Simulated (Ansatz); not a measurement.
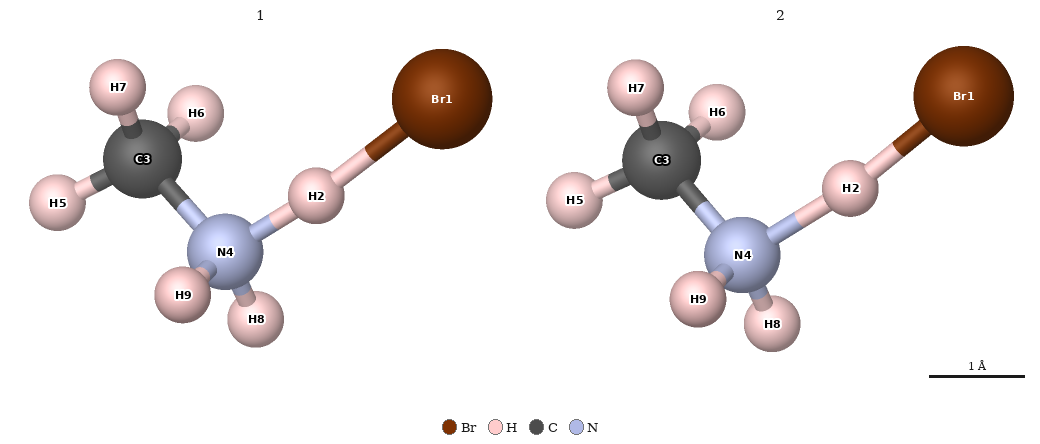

Two geometries of CH6BrN, drawn at one scale. One is the start of a relaxation, the other its converged end. A ball-and-stick model, seen at a tilt.

Level of theory: Ansatz 0.2.0, RKS PBE0-D4/def2-TZVP. Set-up: force threshold 0.005 eV/Å; at most 200 steps.

Question: Which of the two is the end point?

Answer: Structure 1 is the relaxed one. Over 8 accepted moves (9 points after the start) the energy falls by 7.07 kJ/mol. Largest force component: 0.58 eV/Å at the start, 0.0024 eV/Å at the end. The line search rejected the trial step at point 5 of the run. The atom that moves furthest after the best rigid fit is H2 (0.18 Å). Largest moves by element: H 0.18 Å, N 0.04 Å, Br 0.04 Å, C 0.02 Å. Near-neighbour distances that change, for instance: H2–N4 1.428 → 1.206 Å, Br1–H2 1.612 → 1.764 Å, C3–H5 1.110 → 1.090 Å, N4–H8 1.029 → 1.015 Å. Cost: 21 s on 4 threads of Arm Neoverse V1 (shared host).
